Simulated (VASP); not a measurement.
Band structure of Hg₃ZnTe₄ (ordered alloy cell). All values below come from PBE GGA, VASP's PBE PAW potentials (set 64) (plane waves; VASP).

Unless said otherwise, spin-orbit coupling is left out, though it shifts the bands of the heavy elements here.

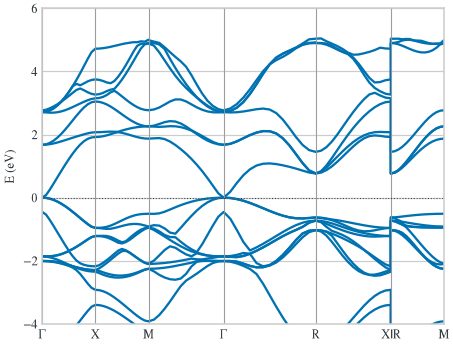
Figure: Bands along high-symmetry lines, zero at the valence-band maximum or, without a gap, the Fermi level

Task: Read the plot: is there a gap, and where are the band edges?

Result: It has no gap at this level: it comes out as a metal or semimetal. (Edges off the drawn lines would not show.)

The structure was generated: Hg3ZnTe4 was put into an ordered model structure (P-43m), which need not be its known phase. It was relaxed first, which changed the volume by +8 %.
